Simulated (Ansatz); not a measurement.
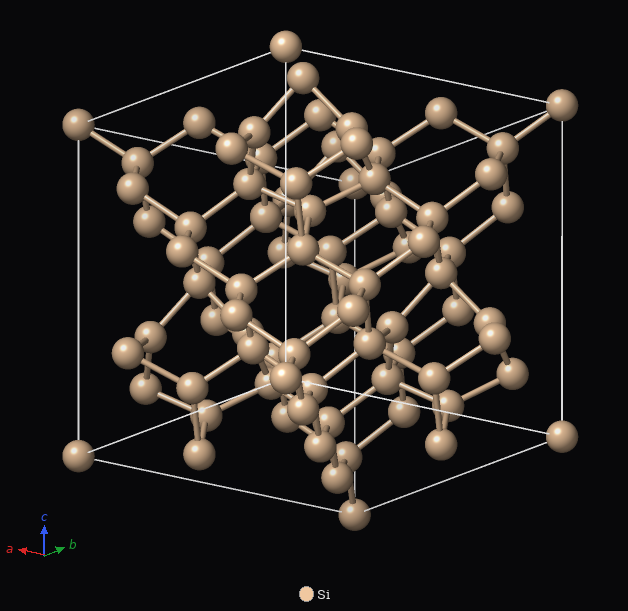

Crystal structure, ball-and-stick style, seen from a general direction. The lines enclose the conventional unit cell; boundary atoms appear with their images. Cell: a = 10.804 Å, b = 10.804 Å, c = 10.804 Å, α = 90.00°, β = 90.00°, γ = 90.00°.

The element is silicon. Space group: F-43m (No. 216). Lattice: face-centred cubic. The cell holds 60 atoms. Neighbours within bonding distance: Si 3 to 4 (mean 3.7). The bonds build a three-dimensional framework.

The structure was taken from a structure listed in the Materials Project, repeated into a supercell with a point defect put in. Earlier steps of the study may have refined or changed the cell and positions. It went into a calculation with Ansatz.
